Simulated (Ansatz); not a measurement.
The starting structures come from a database of crystals and need not be the phases stable at ambient conditions.

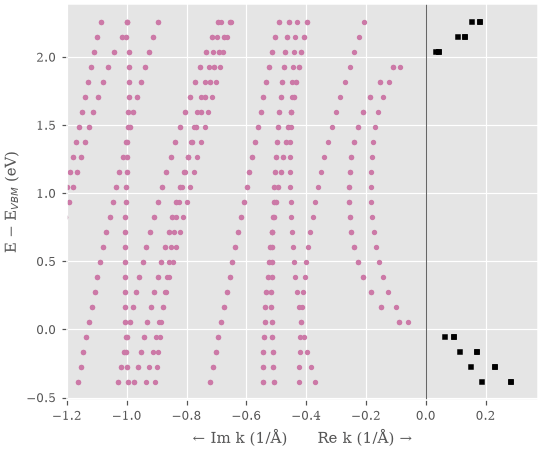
Fig. 1. Complex bands at the centre of the two-dimensional zone; r2SCAN in Ansatz (a program for electronic structure)

The gap is the functional's own. No spin-orbit coupling. Mid-gap values are interpolated on the energy grid.

**Question.** This is Ca$_{3}$AsBr$_{3}$ (Pm-3m, not sure to be the ambient phase, 7 atoms a cell, 29.8 Å³ an atom) along the normal of (111). Read off the slowest decay at the centre of the two-dimensional zone at 1.04 eV, the computed energy nearest the middle of the gap.

**Answer.** κ ≈ 0.18 1/Å, a decay length 1/(2κ) of the density of 2.7 Å.
